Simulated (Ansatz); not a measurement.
# Two runs on CH5NO2Si

System: CH5NO2Si.
Method of the first run: RKS wB97X-V/def2-TZVPP (Ansatz 0.2.0).

The geometry comes from this level: PBE0-D4/def2-TZVP. Text and figures count atoms from 1; the logs count them from 0 in places.

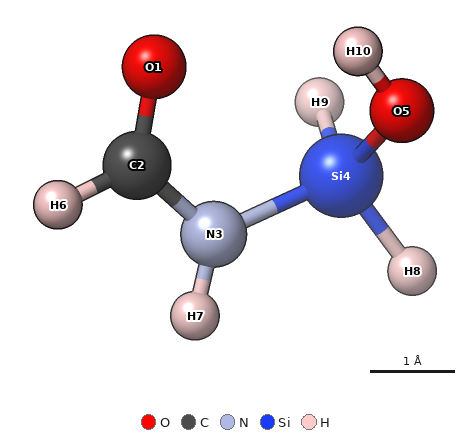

The structure (ball-and-stick view, seen at a tilt; atoms are numbered from 1 in the order of the input).

Input file, the first run:
```yaml
crystal:
  periodic: [false, false, false]
  atoms:
    - {symbol: O, position_ang: [-0.356920, 1.159058, 1.421522]}
    - {symbol: C, position_ang: [0.662465, 0.511048, 1.294558]}
    - {symbol: N, position_ang: [0.829660, -0.386733, 0.296907]}
    - {symbol: Si, position_ang: [-0.509603, -0.613849, -0.827214]}
    - {symbol: O, position_ang: [-0.949953, 0.792994, -1.528541]}
    - {symbol: H, position_ang: [1.516678, 0.617503, 1.986298]}
    - {symbol: H, position_ang: [1.722508, -0.848566, 0.228728]}
    - {symbol: H, position_ang: [0.015497, -1.501998, -1.886896]}
    - {symbol: H, position_ang: [-1.622987, -1.246066, -0.085243]}
    - {symbol: H, position_ang: [-1.224144, 1.465510, -0.897219]}
basis:
  gaussian: {orbitals: def2-TZVPP}
hamiltonian: {xc: {name: wB97X-V}}
output: {orbitals: {seedname: orbitals}}
```

Command:
```bash
ansatz run in.yaml --threads 4 --pin off --events-out ev --progress --plain --max-ram 10444MiB
```

Hardware: 4 threads of Arm Neoverse N1, 23 GiB of memory available, shared host.

Output (the first run):
```
Functional definition: wB97X-V
  parameter omega = 0.3/bohr
  parameter cx = 0.167
  parameter cx1 = 0.603
  parameter cx2 = 1.194
  parameter css0 = 0.556
  parameter css1 = -0.257
  parameter cos0 = 1.219
  parameter cos1 = -1.850
  parameter b = 6.0
  parameter c = 0.01
  exchange = spin_sum(e_x_unif_sr(omega)*poly(b97_u_x, 1 - cx, cx1, cx2)) + cx*exact_x_sr(omega) + exact_x_lr(omega)
  correlation = spin_sum(e_c_pw_same_spin*poly(b97_u_same, css0, css1))
      + integral(e_c_pw_opposite_spin*poly(b97_u_opposite, cos0, cos1)) + vv10(b, c)
1223 factors; their error is unknown
280 factors; integrals over basis functions are off by at most 9.5e-6 eV
mean field evaluation 1: about -14574.8048 eV, gradient 6.7e1 eV
mean field evaluation 2: about -14574.0609 eV, gradient 7.2e1 eV
mean field evaluation 4: about -14582.1376 eV, gradient 3.8e0 eV
mean field evaluation 8: about -14582.1719 eV, gradient 8.2e-2 eV
mean field evaluation 16: about -14582.1845 eV, gradient 4.9e-5 eV
mean field -14582.18446031 eV, -535.8853947567 hartree, gradient 2.2e-5 eV, S^2 0.000000; 0 other end points of the search recorded, 0 dependent functions left out
reference -14582.18445836 eV, -535.8853946851 hartree; 24, 24 occupied and 212, 212 virtual orbitals, 1223 factors
Total energy: -14582.18445836 eV, -535.8853946851 hartree
```

The input of the second run differs as follows (lines with − go, lines with + come):
```diff
-hamiltonian: {xc: {name: wB97X-V}}
+hamiltonian: {xc: pbe0, dispersion: d4}
```

How does the second run compare with the first run?

The total energies belong to different models, so their difference says nothing on which is more stable or more accurate. The HOMO goes from −10.50 to −8.02 eV. The LUMO goes from 1.97 to −0.28 eV. On the same kind of shared host the second run took about 0.35 times as long.

Output (the second run):
```
Functional definition: PBE0
  parameter a = 0.25
  parameter kappa = 0.804
  parameter beta = 0.06672455060314922
  exchange = (1 - a)*pbe_x(kappa = kappa, mu = beta*pi^2/3) + a*exact_x
  correlation = pbe_c(beta = beta)
1223 factors; their error is unknown
mean field evaluation 1: about -14565.6583 eV, gradient 7.5e1 eV
mean field evaluation 2: about -14553.8781 eV, gradient 1.1e2 eV
mean field evaluation 4: about -14574.7219 eV, gradient 8.3e0 eV
mean field evaluation 8: about -14574.8474 eV, gradient 1.6e-1 eV
mean field evaluation 16: about -14574.8800 eV, gradient 7.9e-5 eV
mean field -14574.87999032 eV, -535.6169604357 hartree, gradient 7.9e-5 eV, S^2 0.000000; 0 other end points of the search recorded, 0 dependent functions left out
reference -14574.88002048 eV, -535.6169615441 hartree; 24, 24 occupied and 212, 212 virtual orbitals, 1223 factors
Total energy: -14575.05162948 eV, -535.6232680586 hartree
```

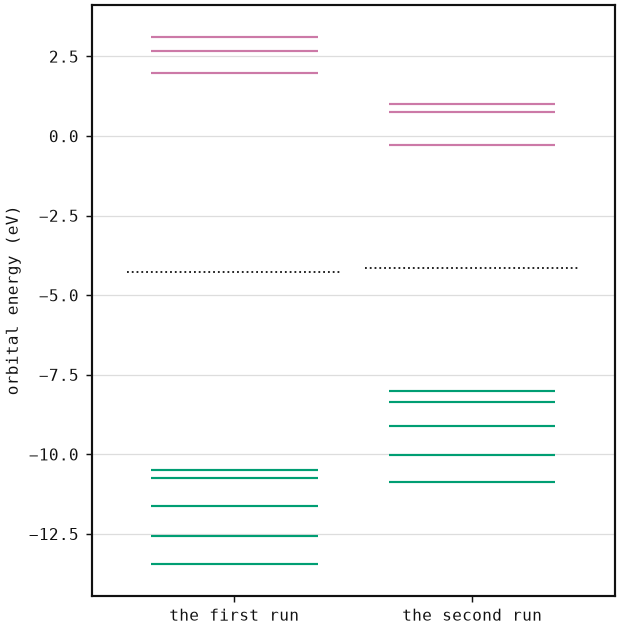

The five highest filled and three lowest empty orbital energies of the two runs; the dotted lines part filled from empty levels. The HOMO–LUMO gap is 12.47 eV in the first run and 7.73 eV in the second run.

The two runs side by side:

| quantity | the first run | the second run |
| --- | --- | --- |
| outcome | converged | converged |
| total energy (hartree) | −535.885395 | −535.623268 |
| HOMO (eV) | −10.50 | −8.02 |
| LUMO (eV) | 1.97 | −0.28 |
| basis functions | 236 | 236 |
| wall time (shared host) | 11 s | 3.7 s |
